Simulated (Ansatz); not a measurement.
## Ge (diamond structure), cut as (100) film, 13 layers, dihydride

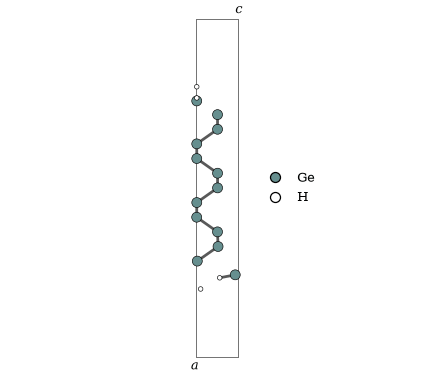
*Relaxed structure, one periodic cell*

These are PBE (plane waves to 420 eV, PAW; Ansatz, an electronic-structure program) values and carry that method's errors.

- change of bonding against the cut = none
- number of neighbours within 2.988 Å (ending not counted) = 2 for 2 atoms, 4 for 11 atoms
- mean Ge-Ge distance (least to greatest) = 2.487 Å (2.465 to 2.493)
